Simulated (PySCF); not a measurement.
C₅H₁₄O₂Si₂

```xyz
23

C    -3.1573    0.4850    0.1957
C    -1.8929    1.1874   -0.2996
O    -0.7131    0.6408    0.2255
C    -0.2608   -0.5658   -0.4146
C     0.3654   -1.4624    0.6564
C     1.5563   -0.7815    1.3323
Si    2.7230   -0.0446   -0.0005
O     3.3716    1.3892    0.4360
Si    1.1123   -0.0189   -1.6507
H    -3.1870    0.5035    1.2825
H    -3.1798   -0.5520   -0.1329
H    -4.0363    0.9917   -0.1934
H    -1.8624    1.1742   -1.3993
H    -1.9014    2.2309    0.0326
H    -1.1122   -1.0889   -0.8617
H     0.6894   -2.3890    0.1741
H    -0.3898   -1.7193    1.4052
H     1.1763    0.0190    1.9699
H     2.0536   -1.4955    1.9891
H     3.9498   -0.8235   -0.1582
H     2.8195    2.1215    0.6978
H     0.6695    1.2375   -2.2721
H     1.2016   -1.0125   -2.7311
```

Geometry: GFN2-xTB.

Computed with PBE0/pcSseg-1, SCF density, gas phase, non-relativistic in PySCF.

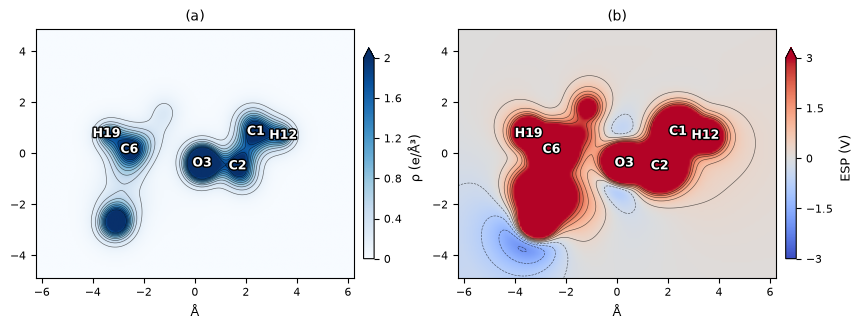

Figure 1. (a) electron density; (b) molecular electrostatic potential on the plane of atoms C1, C2 and O3.

Interpret the plot.

Answer. The plane passes through C, O and H nuclei. C–O (1.40 Å): ρ is about 2.1 e/Å³ halfway, with its minimum of 1.8 e/Å³ about 0.5 Å from C. C–C (1.53 Å): ρ is about 1.7 e/Å³ halfway. C–H (1.09 Å): ρ is about 2 e/Å³ halfway. Outside the dense part of the molecule the potential is most negative (−1.9 V) near O8, which lies off the plane.

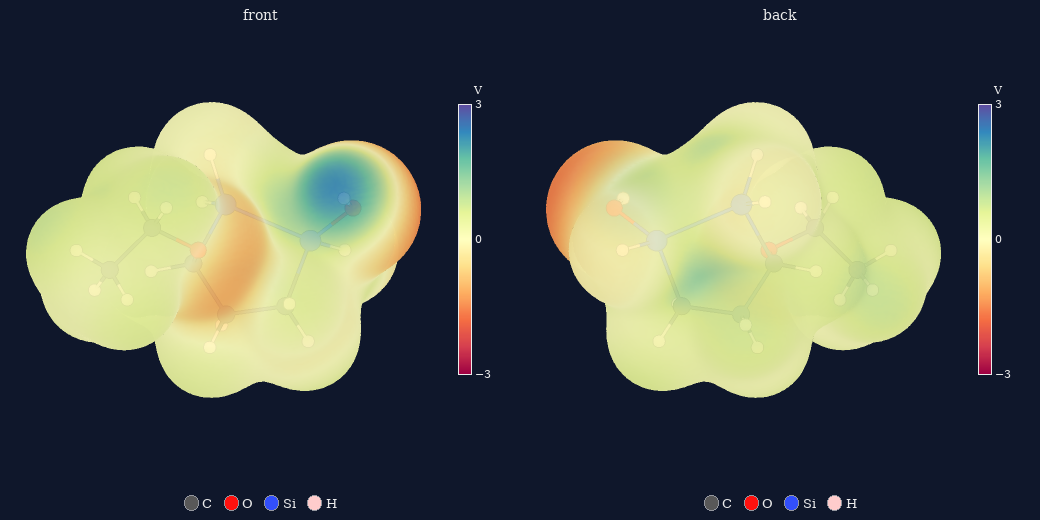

Figure 2. The molecular electrostatic potential painted on the density surface at 0.002 e/bohr³, seen from the front and from behind; red is negative and blue positive.

Which sites attract a positive test charge, and which a negative one?

Answer. A positive charge is drawn to the negative regions and a negative charge to the positive ones. The most negative region (about −1.6 V) lies over O8, the most positive (about +2.2 V) over H21. O8 is the likeliest acceptor of a hydrogen bond.

What dipole moment does the calculation give?

Answer. Its dipole moment is 2.24 D.
